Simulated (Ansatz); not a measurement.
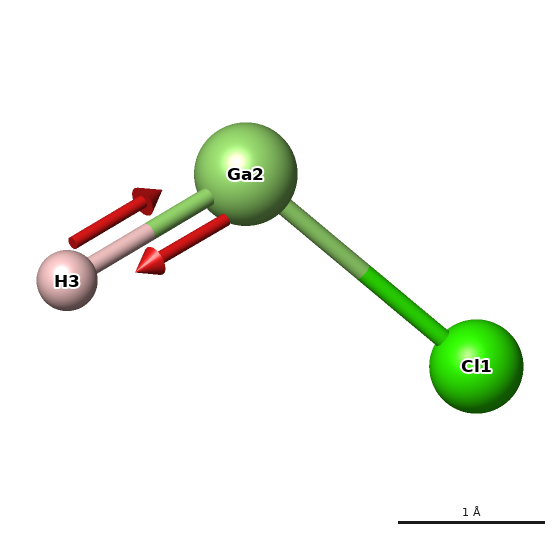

Arrows show the forces on the atoms, 2 Å of arrow for 1 eV/Å; forces under a tenth of the largest aren't drawn. State: neutral, doublet. Level of theory: PBE0-D4/def2-TZVP (Ansatz 0.2.0).

**Which bond do the forces act along most?**

Ga2–H3, now 1.644 Å: the forces pull its atoms together, so a first step downhill shortens it.

List the force components in the frame of the picture (x right, y up, z towards the viewer), in eV/Å.

| atom | Fx | Fy | Fz |
| --- | --- | --- | --- |
| Cl1 | 0.00 | 0.00 | 0.00 |
| Ga2 | −0.31 | −0.18 | 0.21 |
| H3 | 0.31 | 0.18 | −0.21 |
